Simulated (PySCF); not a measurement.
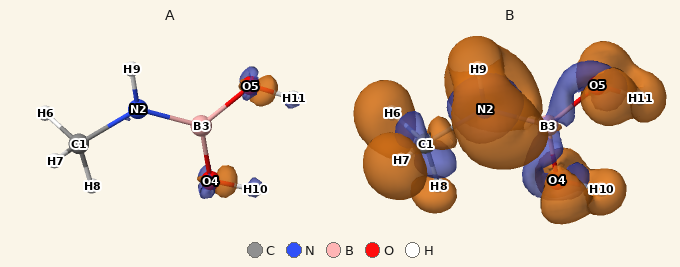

*CH6BNO2, SMILES `CNB(O)O`. The two Fukui functions at ±0.02 e/Å³ (orange positive, blue negative).*

Computed with PySCF, PBE/aug-cc-pVDZ, geometry: GFN2-xTB. No frequency check shows the geometry to be a minimum.

Cartesian coordinates (Å):

```
C1      -1.9998   -0.0444   -0.0005
N2      -0.7221    0.6270   -0.0017
B3       0.5420    0.0240   -0.0000
O4       0.6267   -1.3471   -0.0000
O5       1.6362    0.8578    0.0009
H6      -2.5839    0.2211   -0.8818
H7      -2.5796    0.2161    0.8951
H8      -1.8193   -1.1159   -0.0037
H9      -0.7780    1.6318   -0.0009
H10      1.5149   -1.6996   -0.0001
H11      2.4855    0.4190   -0.0011
```

**Which panel is f⁻ (electron removed) and which f⁺ (electron added)?**

A is f⁺, B is f⁻. f⁻ (Hirshfeld-condensed) is largest on N2 (0.25); the vertical ionisation energy is 8.81 eV (the stability of the cation's solution wasn't checked). f⁺ (Hirshfeld-condensed) is largest on H10 (0.23) and H11 (0.22); the vertical electron affinity is −0.17 eV (the stability of the anion's solution wasn't checked; negative: at this level and geometry the extra electron isn't bound, and the finite basis holds it).

**What chemical potential and hardness follow from the two energies?**

μ = −(I + A)/2 = −4.32 eV and η = I − A = 8.98 eV.

Run time: 4.6 min on 1 thread of Intel(R) Xeon(R) Processor @ 2.50GHz (Skylake/Cascade Lake) (shared host), peak memory 0.65 GiB.
